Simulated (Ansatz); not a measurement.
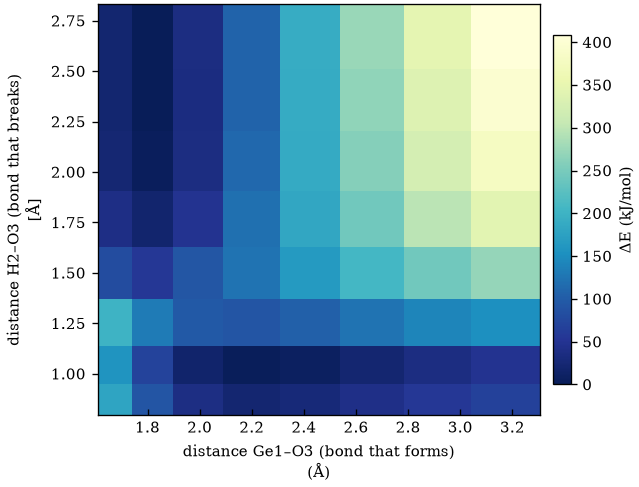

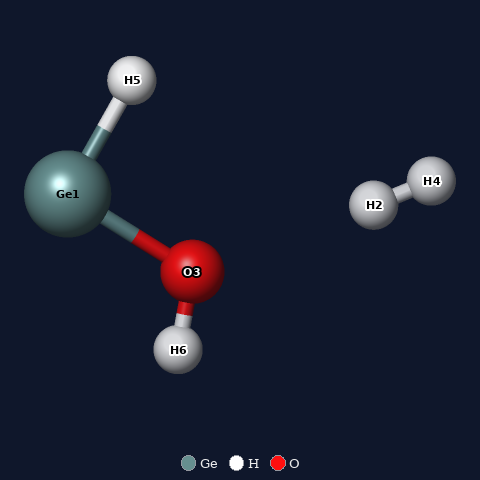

Energy landscape of the reacting system GeH4O (fragments GeH₂ + H₂O where the first distance is long, GeH₂O + H₂ where the second is long). The first coordinate is: distance Ge1–O3 (bond that forms); the second: distance H2–O3 (bond that breaks). Relaxed at each point: all other coordinates. Grid: 8 × 8 points. Points are written as (first, second). Energies: kJ/mol, counted from the lowest grid point. Energies and slopes of some neighbouring points disagree (a jump in structure or state, or too coarse a mesh). The reference is spin-restricted, so regions where a bond is pulled apart into radicals lie too high. All numbers below come from RKS wB97X-V/def2-SVP (Ansatz).

Drawn: one coloured cell a grid point. The second picture is the structure at the lowest point.

> Describe this landscape.

The lowest grid point is at (1.806 Å, 2.358 Å). Other grid points that lie below all their neighbours: (2.194 Å, 1.031 Å) (2.4 kJ/mol higher). The highest grid point, (3.174 Å, 2.673 Å), lies 408 kJ/mol above the lowest.

Time for the 64 points that were run: 37 min on 1 thread of Arm Neoverse V1 (shared host).
